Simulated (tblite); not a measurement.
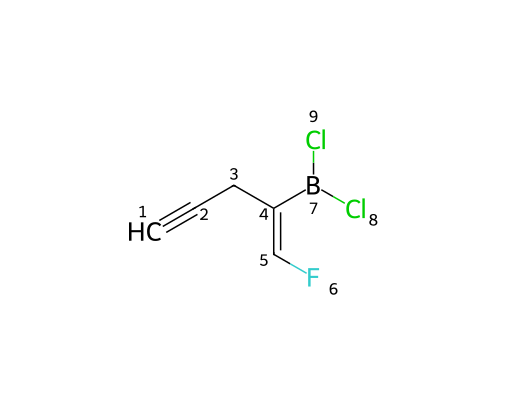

A structural formula, with wedges where it has stereocentres; small numbers name the atoms. The configuration is that of a computed structure (GFN2-xTB).

Question: Assign CIP descriptors.

Answer: C4=C5: E.

Question: Write the isomeric SMILES.

Answer: C#CC/C(=C/F)B(Cl)Cl
